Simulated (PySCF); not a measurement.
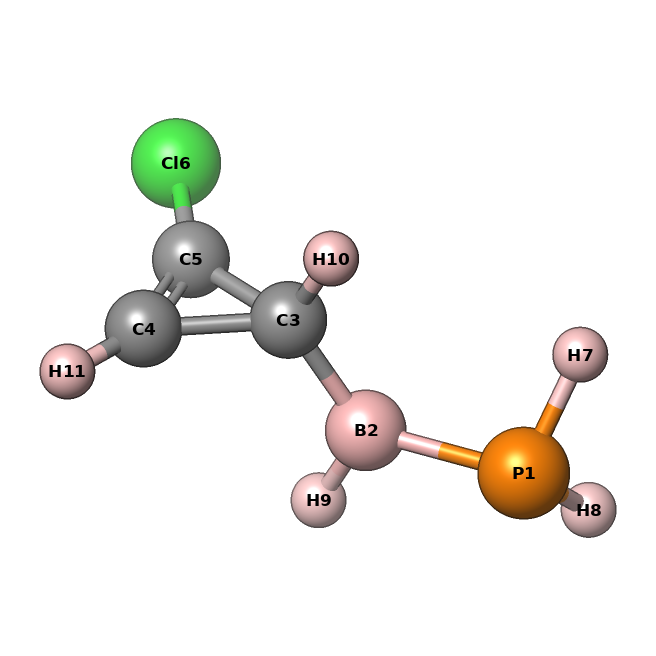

Depth is shown by fading: the farther an atom, the more it takes the colour of the background. The geometry was computed by an optimisation with PBE0-D3(BJ)/def2-SVP. No frequency run is at hand to confirm it as a minimum.

**Which atoms or bonds are stereogenic?**

Centres: C3.

**Assign CIP descriptors.**

C3: R (priorities C5 > C4 > B2 > H10).

**Give a SMILES with the stereochemistry.**

PB[C@@H]1C=C1Cl
